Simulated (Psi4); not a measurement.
# SnH4S (Sn(SH)H3) at B3LYP/def2-TZVP (core potential, sweep point 3)

Aim: the vertical singlet–triplet gap of SnH4S (Sn(SH)H3) at B3LYP/def2-TZVP (core potential, sweep point 3), from 2 runs. Input form: a Python script.

The calculation is run with Psi4 1.11.

## 1. The system as given

SnH4S: 6 atoms, total charge 0, spin state singlet. SMILES: `[H][Sn]([H])([H])[SH]`. Geometry: a GFN2-xTB relaxation, a rough one for these elements and not checked as a minimum.

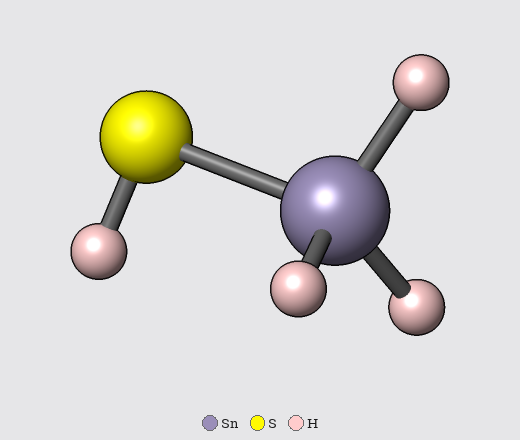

The structure, seen from a chosen angle (tin purple, sulfur yellow, hydrogen pink).

## 2. The energy at B3LYP/def2-TZVP (core potential, sweep point 3)

h4ssn.py

```python
import psi4

psi4.set_memory(1600000000)
psi4.set_num_threads(1)
psi4.set_output_file('run.log', False)

mol = psi4.geometry("""
0 1
Sn     0.200320    -0.012540    -0.547580
S      0.253630     0.008640     1.840730
H     -1.059420     0.065470     1.998090
H      1.781600    -0.013620    -1.062170
H     -0.593590     1.340570    -1.129870
H     -0.582540    -1.388520    -1.099190
symmetry c1
""")

psi4.set_options({
    'puream': True,
    'scf_type': 'pk',
    'dft_radial_points': 99,
    'dft_spherical_points': 590,
})

e, wfn = psi4.energy('b3lyp/def2-TZVP', molecule=mol, return_wfn=True)
print('E =', round(e, 9))
for k, v in sorted(psi4.core.scalar_variables().items()):
    print(f'{k:45s} {v:18.10f}')
```

Run with:

```sh
$ python h4ssn.py
```

run.log:

```text
[...]
    !!!  WARNING: ECP capability is in beta. Please check occupations closely.  !!!
[...]
  Running in c1 symmetry.
[...]
  Nuclear repulsion =  117.999332221613912
[...]
  Multiplicity = 1
[...]
  Nalpha       = 21
  Nbeta        = 21
[...]
    Number of basis functions: 111
[...]
 WARNING: Atomic UHF is not converging! Try casting from a smaller basis or call Rob at CCMST.
   -------------------------
[...]
   @RKS iter   1:  -614.76219535869916   -1.04444e+00   6.65825e-03 DIIS/ADIIS
[...]
   @RKS iter   8:  -615.00381484428897   -3.07738e-08   6.20873e-07 DIIS
[...]
    Orbital Energies [Eh]
    ---------------------
    Doubly Occupied:
       1A    -88.849441     2A     -7.928163     3A     -5.890425
       4A     -5.887982     5A     -5.882924     6A     -5.111551
       7A     -3.453527     8A     -3.451118     9A     -3.450634
      10A     -1.038676    11A     -1.037452    12A     -1.036887
      13A     -1.031900    14A     -1.031796    15A     -0.723340
      16A     -0.528473    17A     -0.409530    18A     -0.345288
      19A     -0.341091    20A     -0.314905    21A     -0.258875
[...]
  @RKS Final Energy:  -615.00381484428897
   => Energetics <=
    Nuclear Repulsion Energy =            117.9993322216139120
    One-Electron Energy =               -1164.0457784774780521
    Two-Electron Energy =                 467.6776822173072787
    DFT Exchange-Correlation Energy =     -36.6350508057321562
    Empirical Dispersion Energy =           0.0000000000000000
    VV10 Nonlocal Energy =                  0.0000000000000000
    Total Energy =                       -615.0038148442889678
[...]
 Multipole Moments:
 ------------------------------------------------------------------------------------
     Multipole            Electronic (a.u.)      Nuclear  (a.u.)        Total (a.u.)
 ------------------------------------------------------------------------------------
 L = 1.  Multiply by 2.5417464519 to convert [e a0] to [Debye]
 Dipole X            :          0.6985445           -0.9838594           -0.2853149
 Dipole Y            :         -0.3572345            0.3700794            0.0128450
 Dipole Z            :        -35.0263055           34.5741489           -0.4521566
 Magnitude           :                                                    0.5348039
[...]
```

Standard output:

```text
E = -615.003814844
CURRENT ENERGY                                   -615.0038148443
CURRENT REFERENCE ENERGY                         -615.0038148443
DD SOLVATION ENERGY                                 0.0000000000
DFT FUNCTIONAL TOTAL ENERGY                      -615.0038148443
DFT TOTAL ENERGY                                 -615.0038148443
DFT VV10 ENERGY                                     0.0000000000
DFT XC ENERGY                                     -36.6350508057
GRID ELECTRONS ALPHA                               20.9999996891
GRID ELECTRONS BETA                                20.9999996891
GRID ELECTRONS TOTAL                               41.9999993782
NUCLEAR REPULSION ENERGY                          117.9993322216
ONE-ELECTRON ENERGY                             -1164.0457784775
PCM POLARIZATION ENERGY                             0.0000000000
PE ENERGY                                           0.0000000000
SCF ITERATION ENERGY                             -615.0038148443
SCF ITERATIONS                                      8.0000000000
SCF TOTAL ENERGY                                 -615.0038148443
TWO-ELECTRON ENERGY                               467.6776822173
XC GRID RADIAL POINTS                              99.0000000000
XC GRID SPHERICAL POINTS                          590.0000000000
XC GRID TOTAL POINTS                           335088.0000000000
```

It took 24 s on 1 thread of Intel Xeon Platinum 8259CL at 2.50GHz (Skylake/Cascade Lake), shared host; peak memory 0.64 GiB.

## 3. The triplet, same level

job.py

```python
import psi4

psi4.set_memory(1600000000)
psi4.set_num_threads(1)
psi4.core.set_output_file('h4ssn.out', False)

mol = psi4.geometry("""
0 3
Sn     0.200320    -0.012540    -0.547580
S      0.253630     0.008640     1.840730
H     -1.059420     0.065470     1.998090
H      1.781600    -0.013620    -1.062170
H     -0.593590     1.340570    -1.129870
H     -0.582540    -1.388520    -1.099190
symmetry c1
""")

options = {'reference': 'uks', 'puream': True, 'scf_type': 'pk', 'dft_radial_points': 99, 'dft_spherical_points': 590, 'maxiter': 150}
psi4.set_options(options)

e = psi4.energy('b3lyp/def2-TZVP')
print(f'b3lyp/def2-TZVP energy: {e:.10f} Eh')
for k, v in sorted(psi4.core.scalar_variables().items()):
    print(f'{k:45s} {v:18.10f}')
```

Run with:

```sh
$ python job.py
```

h4ssn.out:

```text
[...]
    !!!  WARNING: ECP capability is in beta. Please check occupations closely.  !!!
[...]
  Running in c1 symmetry.
[...]
  Nuclear repulsion =  117.999332221613912
[...]
  Multiplicity = 3
[...]
  Nalpha       = 22
  Nbeta        = 20
[...]
    Number of basis functions: 111
[...]
 WARNING: Atomic UHF is not converging! Try casting from a smaller basis or call Rob at CCMST.
   -------------------------
[...]
   @UKS iter   1:  -614.50464606792968   -7.86895e-01   7.11042e-03 DIIS/ADIIS
[...]
   @UKS iter  12:  -614.82093629779615   -1.53222e-07   7.95452e-07 DIIS
[...]
   @S^2 Observed:                2.005760162E+00
[...]
    Orbital Energies [Eh]
    ---------------------
    Alpha Occupied:
       1A    -88.930975     2A     -8.009204     3A     -5.976601
       4A     -5.967713     5A     -5.964007     6A     -5.086394
       7A     -3.428931     8A     -3.425806     9A     -3.424239
      10A     -1.015933    11A     -1.014232    12A     -1.012105
      13A     -1.007376    14A     -1.006820    15A     -0.803327
      16A     -0.531581    17A     -0.465100    18A     -0.379748
      19A     -0.365045    20A     -0.329641    21A     -0.328335
      22A     -0.092558
    Alpha Virtual:
      23A     -0.025531    24A      0.021843    25A      0.024898
[...]
  @UKS Final Energy:  -614.82093629779615
   => Energetics <=
    Nuclear Repulsion Energy =            117.9993322216139120
    One-Electron Energy =               -1163.2337710908104782
    Two-Electron Energy =                 467.0167527453416483
    DFT Exchange-Correlation Energy =     -36.6032501739413547
    Empirical Dispersion Energy =           0.0000000000000000
    VV10 Nonlocal Energy =                  0.0000000000000000
    Total Energy =                       -614.8209362977962655
[...]
 Multipole Moments:
 ------------------------------------------------------------------------------------
     Multipole            Electronic (a.u.)      Nuclear  (a.u.)        Total (a.u.)
 ------------------------------------------------------------------------------------
 L = 1.  Multiply by 2.5417464519 to convert [e a0] to [Debye]
 Dipole X            :          0.7063689           -0.9838594           -0.2774904
 Dipole Y            :         -0.3538501            0.3700794            0.0162293
 Dipole Z            :        -33.6228258           34.5741489            0.9513231
 Magnitude           :                                                    0.9911004
[...]
```

The script printed:

```text
b3lyp/def2-TZVP energy: -614.8209362978 Eh
CURRENT ENERGY                                   -614.8209362978
CURRENT REFERENCE ENERGY                         -614.8209362978
DD SOLVATION ENERGY                                 0.0000000000
DFT FUNCTIONAL TOTAL ENERGY                      -614.8209362978
DFT TOTAL ENERGY                                 -614.8209362978
DFT VV10 ENERGY                                     0.0000000000
DFT XC ENERGY                                     -36.6032501739
GRID ELECTRONS ALPHA                               21.9999993980
GRID ELECTRONS BETA                                19.9999997517
GRID ELECTRONS TOTAL                               41.9999991497
NUCLEAR REPULSION ENERGY                          117.9993322216
ONE-ELECTRON ENERGY                             -1163.2337710908
PCM POLARIZATION ENERGY                             0.0000000000
PE ENERGY                                           0.0000000000
SCF ITERATION ENERGY                             -614.8209362978
SCF ITERATIONS                                     12.0000000000
SCF TOTAL ENERGY                                 -614.8209362978
TWO-ELECTRON ENERGY                               467.0167527453
XC GRID RADIAL POINTS                              99.0000000000
XC GRID SPHERICAL POINTS                          590.0000000000
XC GRID TOTAL POINTS                           335088.0000000000
```

Wall time 49 s (1 thread of Intel Xeon Platinum 8259CL at 2.50GHz (Skylake/Cascade Lake), shared host); peak memory 0.65 GiB.

## 4. Results

Level: B3LYP/def2-TZVP (core potential, sweep point 3).

| quantity | value |
| --- | --- |
| singlet: total energy | -615.00381 Eh |
| singlet: dipole moment | 1.36 D |
| singlet: HOMO energy | -7.04 eV |
| singlet: LUMO energy | -0.81 eV |
| singlet: HOMO–LUMO gap | 6.23 eV |
| triplet: total energy | -614.82094 Eh |
| triplet: dipole moment | 2.52 D |
| triplet: HOMO energy (highest over α and β) | -2.52 eV |
| triplet: ⟨S²⟩ | 2.006 |
| vertical energy of the triplet above the singlet | 4.976 eV |

**Reading.** At this shape the triplet lies 4.98 eV (480 kJ/mol) above the singlet.
